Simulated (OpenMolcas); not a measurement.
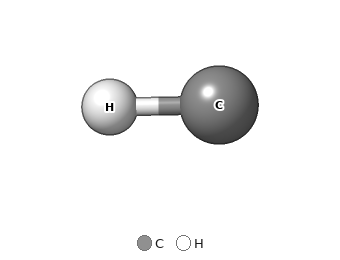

The molecule at the reference distance of 1.153 Å.

## Relativistic diatomic calculation for CH⁻ (part 1 of 2)

- system: CH⁻.
- method: SA-CASSCF(6,5)/XMS-CASPT2 + RASSI spin-orbit (X2C scalar, AMFI), ANO-RCC-VTZP (OpenMolcas)

Input:
```
&GATEWAY
Coord
2
angstrom
C 0.0 0.0 0.0
H 0.0 0.0 1.1530
Basis=ANO-RCC-VTZP
Group=XY
RX2C
AMFI
ANGMom
0.0 0.0 0.0
RICD
&SEWARD
&GUESSORB
&RASSCF
FileOrb=$CurrDir/o31.orb
Symmetry=1
Spin=3
nActEl=6 0 0
Inactive=1 0
RAS2=3 2
CIRoot=6 6 1
Linear
Iterations=120 100
OrbListing=Nothing
PRWF=0.15
>>COPY $Project.RasOrb $CurrDir/o31.orb
>>COPY $Project.rasscf.h5 $CurrDir/r31.h5
&CASPT2
XMultistate=all
Imaginary=0.2
IPEA=0.25
MaxIter=40
>>COPY $Project.JobMix JOB001
&RASSCF
FileOrb=$CurrDir/o32.orb
Symmetry=2
Spin=3
nActEl=6 0 0
Inactive=1 0
RAS2=3 2
CIRoot=4 4 1
Linear
Iterations=120 100
OrbListing=Nothing
PRWF=0.15
>>COPY $Project.RasOrb $CurrDir/o32.orb
>>COPY $Project.rasscf.h5 $CurrDir/r32.h5
&CASPT2
XMultistate=all
Imaginary=0.2
IPEA=0.25
MaxIter=40
>>COPY $Project.JobMix JOB002
&RASSCF
FileOrb=$CurrDir/o51.orb
Symmetry=1
Spin=5
nActEl=6 0 0
Inactive=1 0
RAS2=3 2
CIRoot=1 1 1
Linear
Iterations=120 100
OrbListing=Nothing
PRWF=0.15
>>COPY $Project.RasOrb $CurrDir/o51.orb
>>COPY $Project.rasscf.h5 $CurrDir/r51.h5
&CASPT2
XMultistate=all
Imaginary=0.2
IPEA=0.25
MaxIter=40
>>COPY $Project.JobMix JOB003
&RASSCF
FileOrb=$CurrDir/o12.orb
Symmetry=2
Spin=1
nActEl=6 0 0
Inactive=1 0
RAS2=3 2
CIRoot=4 4 1
Linear
Iterations=120 100
OrbListing=Nothing
PRWF=0.15
>>COPY $Project.RasOrb $CurrDir/o12.orb
>>COPY $Project.rasscf.h5 $CurrDir/r12.h5
&CASPT2
XMultistate=all
Imaginary=0.2
IPEA=0.25
MaxIter=40
>>COPY $Project.JobMix JOB004
&RASSCF
FileOrb=$CurrDir/o11.orb
Symmetry=1
Spin=1
nActEl=6 0 0
Inactive=1 0
RAS2=3 2
CIRoot=7 7 1
Linear
Iterations=120 100
OrbListing=Nothing
PRWF=0.15
>>COPY $Project.RasOrb $CurrDir/o11.orb
>>COPY $Project.rasscf.h5 $CurrDir/r11.h5
&CASPT2
XMultistate=all
Imaginary=0.2
IPEA=0.25
MaxIter=40
>>COPY $Project.JobMix JOB005
&RASSI
Nr of JobIphs=5 6 4 1 4 7
1 2 3 4 5 6
1 2 3 4
1
1 2 3 4
1 2 3 4 5 6 7
SpinOrbit
EJob
Omega
MEES
MESO
Properties=4
'AngMom' 3 'Mltpl  1' 1 'Mltpl  1' 2 'Mltpl  1' 3
Thrs=1.0d-4
>>COPY $Project.rassi.h5 $CurrDir/so.h5
```

The first orbital files come from an earlier step.

Hardware: 1 thread of Arm Neoverse V2, 24 GiB of memory available, shared host.

Command:
```bash
pymolcas m.inp (one call a module block, same work directory)
```

The program's output (extracts):
```
++    Wave function specifications:
      Number of closed shell electrons           2
      Number of electrons in active shells       6
      Number of inactive orbitals                1
      Number of active orbitals                  5
      Number of secondary orbitals              38
      Spin quantum number                      1.0
      State symmetry                             1
++    Orbital specifications:
      Symmetry species                           1   2
                                                 a   b
      Frozen orbitals                            0   0
      Inactive orbitals                          1   0
      Active orbitals                            3   2
      RAS2 orbitals                              3   2
      Secondary orbitals                        20  18
      Number of basis functions                 24  20
      printout of CI-coefficients larger than  0.15 for root  1
      energy=     -38.266721
      conf/sym  111 22     Coeff  Weight
             6  022 uu   0.99062 0.98133
      printout of CI-coefficients larger than  0.15 for root  2
      energy=     -38.223389
      conf/sym  111 22     Coeff  Weight
             5  ud2 uu   0.80360 0.64577
            16  uu2 du  -0.46927 0.22021
            17  uu2 ud   0.33182 0.11011
      printout of CI-coefficients larger than  0.15 for root  3
      energy=     -38.136416
      conf/sym  111 22     Coeff  Weight
            15  uu2 20  -0.18596 0.03458
            16  uu2 du   0.55684 0.31008
            17  uu2 ud   0.78750 0.62015
            18  uu2 02   0.18596 0.03458
      printout of CI-coefficients larger than  0.15 for root  4
      energy=     -38.136416
      conf/sym  111 22     Coeff  Weight
            15  uu2 20  -0.68199 0.46511
            16  uu2 du  -0.15184 0.02305
            17  uu2 ud  -0.21473 0.04611
            18  uu2 02   0.68199 0.46511
      printout of CI-coefficients larger than  0.15 for root  5
      energy=     -38.118549
      conf/sym  111 22     Coeff  Weight
             5  ud2 uu  -0.56901 0.32377
            16  uu2 du  -0.65977 0.43529
            17  uu2 ud   0.46653 0.21765
      printout of CI-coefficients larger than  0.15 for root  6
      energy=     -38.102877
      conf/sym  111 22     Coeff  Weight
            15  uu2 20   0.69848 0.48788
            18  uu2 02   0.69848 0.48788
      Natural orbitals and occupation numbers for root  1
      sym 1:   0.002135   1.999649   1.998216
      sym 2:   1.000000   1.000000
      Natural orbitals and occupation numbers for root  2
      sym 1:   0.913275   1.086849   1.999876
      sym 2:   1.000000   1.000000
      Natural orbitals and occupation numbers for root  3
      sym 1:   1.000000   1.000000   2.000000
      sym 2:   1.000000   1.000000
      Natural orbitals and occupation numbers for root  4
      sym 1:   1.000000   1.000000   2.000000
      sym 2:   1.000000   1.000000
      Natural orbitals and occupation numbers for root  5
      sym 1:   0.941979   1.058786   1.999235
      sym 2:   1.000000   1.000000
      Natural orbitals and occupation numbers for root  6
      sym 1:   1.000000   0.991829   1.961656
      sym 2:   1.023257   1.023257
      RASSCF energy for state  6                    -38.10287716
::    RASSCF root number  1 Total energy:    -38.26672101
::    RASSCF root number  2 Total energy:    -38.22338855
::    RASSCF root number  3 Total energy:    -38.13641631
::    RASSCF root number  4 Total energy:    -38.13641631
::    RASSCF root number  5 Total energy:    -38.11854946
::    RASSCF root number  6 Total energy:    -38.10287716
      Von Neumann Entropy (Root   1) =  1.01208
++    Wave function specifications:
      Number of closed shell electrons           0
      Number of electrons in active shells       6
      Number of inactive orbitals                0
      Number of active orbitals                  5
      Number of secondary orbitals              38
      Spin quantum number                      1.0
      State symmetry                             1
      Number of CSFs                            21
      Number of CASSCF root(s) available         6
      CASPT2 state passed to geometry opt.       6
      A file JOBMIX will be created
      This is a MULTI-STATE CASSCF reference
      Number of CI roots used                    6
      These are:                                 1   2   3   4   5   6
      Off-diagonal elements of Heff are computed
  FINAL CASPT2 RESULT:
      Reference energy:         -38.2667210115
      E2 (Non-variational):      -0.1790270916
      Shift correction:          -0.0035951185
      E2 (Variational):          -0.1826222101
      Total energy:             -38.4493432216
      Reference weight:           0.91037
  FINAL CASPT2 RESULT:
      Reference energy:         -38.2233885542
      E2 (Non-variational):      -0.1105496131
      Shift correction:          -0.0018722056
      E2 (Variational):          -0.1124218187
      Total energy:             -38.3358103728
      Reference weight:           0.94631
  FINAL CASPT2 RESULT:
      Reference energy:         -38.1364163107
      E2 (Non-variational):      -0.1220276839
      Shift correction:          -0.0014238890
      E2 (Variational):          -0.1234515730
      Total energy:             -38.2598678836
      Reference weight:           0.94640
  FINAL CASPT2 RESULT:
      Reference energy:         -38.1364163107
      E2 (Non-variational):      -0.1220354072
      Shift correction:          -0.0014252740
      E2 (Variational):          -0.1234606812
      Total energy:             -38.2598769919
      Reference weight:           0.94639
  FINAL CASPT2 RESULT:
      Reference energy:         -38.1185494613
      E2 (Non-variational):      -0.1207136761
      Shift correction:          -0.0013044007
      E2 (Variational):          -0.1220180768
      Total energy:             -38.2405675381
      Reference weight:           0.94845
  FINAL CASPT2 RESULT:
      Reference energy:         -38.1028771632
      E2 (Non-variational):      -0.1147083748
      Shift correction:          -0.0012211773
      E2 (Variational):          -0.1159295521
      Total energy:             -38.2188067153
      Reference weight:           0.95182
       Total XMS-CASPT2 energies:
::    XMS-CASPT2 Root  1     Total energy:    -38.44902970
::    XMS-CASPT2 Root  2     Total energy:    -38.33290145
::    XMS-CASPT2 Root  3     Total energy:    -38.25987699
::    XMS-CASPT2 Root  4     Total energy:    -38.25986788
::    XMS-CASPT2 Root  5     Total energy:    -38.24378999
::    XMS-CASPT2 Root  6     Total energy:    -38.21880672
++    Wave function specifications:
      Number of closed shell electrons           2
      Number of electrons in active shells       6
      Number of inactive orbitals                1
      Number of active orbitals                  5
      Number of secondary orbitals              38
      Spin quantum number                      1.0
      State symmetry                             2
      printout of CI-coefficients larger than  0.15 for root  1
      energy=     -38.243251
      conf/sym  111 22     Coeff  Weight
             6  u22 0u  -0.98456 0.96936
      printout of CI-coefficients larger than  0.15 for root  2
      energy=     -38.243251
      conf/sym  111 22     Coeff  Weight
             5  u22 u0   0.98456 0.96936
      printout of CI-coefficients larger than  0.15 for root  3
      energy=     -38.169949
      conf/sym  111 22     Coeff  Weight
            21  0u2 2u   0.99828 0.99656
      printout of CI-coefficients larger than  0.15 for root  4
      energy=     -38.169949
      conf/sym  111 22     Coeff  Weight
            22  0u2 u2  -0.99828 0.99656
      Natural orbitals and occupation numbers for root  1
      sym 1:   0.999458   1.964657   1.997949
      sym 2:   0.037935   1.000000
      Natural orbitals and occupation numbers for root  2
      sym 1:   0.999458   1.964657   1.997949
      sym 2:   1.000000   0.037935
      Natural orbitals and occupation numbers for root  3
      sym 1:   0.001827   1.000338   1.999181
      sym 2:   1.998654   1.000000
      Natural orbitals and occupation numbers for root  4
      sym 1:   0.001827   1.000338   1.999181
      sym 2:   1.000000   1.998654
      RASSCF energy for state  4                    -38.16994930
::    RASSCF root number  1 Total energy:    -38.24325105
::    RASSCF root number  2 Total energy:    -38.24325105
::    RASSCF root number  3 Total energy:    -38.16994930
::    RASSCF root number  4 Total energy:    -38.16994930
      Von Neumann Entropy (Root   1) =  1.13537
++    Wave function specifications:
      Number of closed shell electrons           0
      Number of electrons in active shells       6
      Number of inactive orbitals                0
      Number of active orbitals                  5
      Number of secondary orbitals              38
      Spin quantum number                      1.0
      State symmetry                             2
      Number of CSFs                            24
      Number of CASSCF root(s) available         4
      CASPT2 state passed to geometry opt.       4
      A file JOBMIX will be created
      This is a MULTI-STATE CASSCF reference
      Number of CI roots used                    4
      These are:                                 1   2   3   4
      Off-diagonal elements of Heff are computed
  FINAL CASPT2 RESULT:
      Reference energy:         -38.2432510509
      E2 (Non-variational):      -0.1240411529
      Shift correction:          -0.0018217018
      E2 (Variational):          -0.1258628547
      Total energy:             -38.3691139055
      Reference weight:           0.94169
  FINAL CASPT2 RESULT:
      Reference energy:         -38.2432510508
      E2 (Non-variational):      -0.1240411539
      Shift correction:          -0.0018217018
      E2 (Variational):          -0.1258628557
      Total energy:             -38.3691139065
      Reference weight:           0.94169
  FINAL CASPT2 RESULT:
      Reference energy:         -38.1699493004
      E2 (Non-variational):      -0.1579784078
      Shift correction:          -0.0024662008
      E2 (Variational):          -0.1604446086
      Total energy:             -38.3303939090
      Reference weight:           0.92613
  FINAL CASPT2 RESULT:
      Reference energy:         -38.1699492992
      E2 (Non-variational):      -0.1579784153
      Shift correction:          -0.0024662023
      E2 (Variational):          -0.1604446176
      Total energy:             -38.3303939168
      Reference weight:           0.92613
       Total XMS-CASPT2 energies:
::    XMS-CASPT2 Root  1     Total energy:    -38.36909168
::    XMS-CASPT2 Root  2     Total energy:    -38.36909168
::    XMS-CASPT2 Root  3     Total energy:    -38.33041615
::    XMS-CASPT2 Root  4     Total energy:    -38.33041614
++    Wave function specifications:
      Number of closed shell electrons           2
      Number of electrons in active shells       6
      Number of inactive orbitals                1
      Number of active orbitals                  5
      Number of secondary orbitals              38
      Spin quantum number                      2.0
      State symmetry                             1
      printout of CI-coefficients larger than  0.15 for root  1
      energy=     -38.246909
      conf/sym  111 22     Coeff  Weight
             3  uu2 uu   1.00000 1.00000
      Natural orbitals and occupation numbers for root  1
      sym 1:   1.000000   1.000000   2.000000
      sym 2:   1.000000   1.000000
      RASSCF energy for state  1                    -38.24690864
::    RASSCF root number  1 Total energy:    -38.24690864
      Von Neumann Entropy (Root   1) =  2.00000
++    Wave function specifications:
      Number of closed shell electrons           0
      Number of electrons in active shells       6
      Number of inactive orbitals                0
      Number of active orbitals                  5
      Number of secondary orbitals              38
      Spin quantum number                      2.0
      State symmetry                             1
      Number of CSFs                             3
      Number of CASSCF root(s) available         1
      CASPT2 state passed to geometry opt.       1
      A file JOBMIX will be created
      This is a CASSCF or RASSCF reference function
  FINAL CASPT2 RESULT:
      Reference energy:         -38.2469086421
      E2 (Non-variational):      -0.0880572652
      Shift correction:          -0.0006522291
      E2 (Variational):          -0.0887094943
      Total energy:             -38.3356181364
      Reference weight:           0.96741
++    Wave function specifications:
      Number of closed shell electrons           2
      Number of electrons in active shells       6
      Number of inactive orbitals                1
      Number of active orbitals                  5
      Number of secondary orbitals              38
      Spin quantum number                      0.0
      State symmetry                             2
      printout of CI-coefficients larger than  0.15 for root  1
      energy=     -38.231195
      conf/sym  111 22     Coeff  Weight
             7  u22 d0  -0.99085 0.98178
      printout of CI-coefficients larger than  0.15 for root  2
      energy=     -38.231195
      conf/sym  111 22     Coeff  Weight
             8  u22 0d   0.99085 0.98178
      printout of CI-coefficients larger than  0.15 for root  3
      energy=     -38.095517
      conf/sym  111 22     Coeff  Weight
            21  0u2 2d   0.99865 0.99730
      printout of CI-coefficients larger than  0.15 for root  4
      energy=     -38.095517
      conf/sym  111 22     Coeff  Weight
            22  0u2 d2  -0.99865 0.99730
      Natural orbitals and occupation numbers for root  1
      sym 1:   0.999883   1.971307   1.997914
      sym 2:   1.000000   0.030896
      Natural orbitals and occupation numbers for root  2
      sym 1:   0.999883   1.971307   1.997914
      sym 2:   0.030896   1.000000
      Natural orbitals and occupation numbers for root  3
      sym 1:   0.001084   1.000198   1.999307
      sym 2:   1.999411   1.000000
      Natural orbitals and occupation numbers for root  4
      sym 1:   0.001084   1.000198   1.999307
      sym 2:   1.000000   1.999411
      RASSCF energy for state  4                    -38.09551710
::    RASSCF root number  1 Total energy:    -38.23119474
::    RASSCF root number  2 Total energy:    -38.23119474
::    RASSCF root number  3 Total energy:    -38.09551710
::    RASSCF root number  4 Total energy:    -38.09551710
      Von Neumann Entropy (Root   1) =  1.11502
++    Wave function specifications:
      Number of closed shell electrons           0
      Number of electrons in active shells       6
      Number of inactive orbitals                0
      Number of active orbitals                  5
      Number of secondary orbitals              38
      Spin quantum number                      0.0
      State symmetry                             2
      Number of CSFs                            22
      Number of CASSCF root(s) available         4
      CASPT2 state passed to geometry opt.       4
      A file JOBMIX will be created
      This is a MULTI-STATE CASSCF reference
      Number of CI roots used                    4
      These are:                                 1   2   3   4
      Off-diagonal elements of Heff are computed
  FINAL CASPT2 RESULT:
      Reference energy:         -38.2311947425
      E2 (Non-variational):      -0.1310628664
      Shift correction:          -0.0024930846
      E2 (Variational):          -0.1335559510
      Total energy:             -38.3647506935
      Reference weight:           0.93290
  FINAL CASPT2 RESULT:
      Reference energy:         -38.2311947420
      E2 (Non-variational):      -0.1310628690
      Shift correction:          -0.0024930846
      E2 (Variational):          -0.13355SPIN-FREE ENERGIES:
  (Shifted by EMIN (a.u.) =        -38.4490296965)
 SF State       Relative EMIN(au)   Rel lowest level(eV)    D:o, cm**(-1)      Abs_M
     1             0.0000000000        0.0000000000              0.0000         0.0
    16             0.0439110944        1.1948817509           9637.3713         2.0
    17             0.0439343419        1.1955143473           9642.4735         2.0
    18             0.0678640927        1.8466760391          14894.4467         0.0
     7             0.0799380190        2.1752243103          17544.3672         1.0
     8             0.0799380199        2.1752243357          17544.3675         1.0
    12             0.0843024298        2.2939859798          18502.2447         1.0
    13             0.0843024347        2.2939861129          18502.2458         1.0
    11             0.1134115601        3.0860857664          24890.9603         0.0
     2             0.1161282478        3.1600106063          25487.2044         0.0
     9             0.1186135507        3.2276391425          26032.6653         1.0
    10             0.1186135586        3.2276393566          26032.6670         1.0
    14             0.1750006523        4.7620103422          38408.2036         1.0
    15             0.1750012844        4.7620275425          38408.3424         1.0
     3             0.1891527046        5.1471073048          41514.2201         2.0
     4             0.1891618129        5.1473551534          41516.2192         2.0
    19             0.1906034821        5.1865849717          41832.6290         2.0
    20             0.1906475404        5.1877838575          41842.2986         2.0
     5             0.2052397092        5.5848570004          45044.9095         0.0
    21             0.2076131431        5.6494414270          45565.8181         0.0
     6             0.2302229812        6.2646864644          50528.1039         0.0
    22             0.2307702953        6.2795796382          50648.2255         0.0
```

(Continued in part 2.) Outcome of the run: converged; whether the anion is bound against detachment isn't tested.
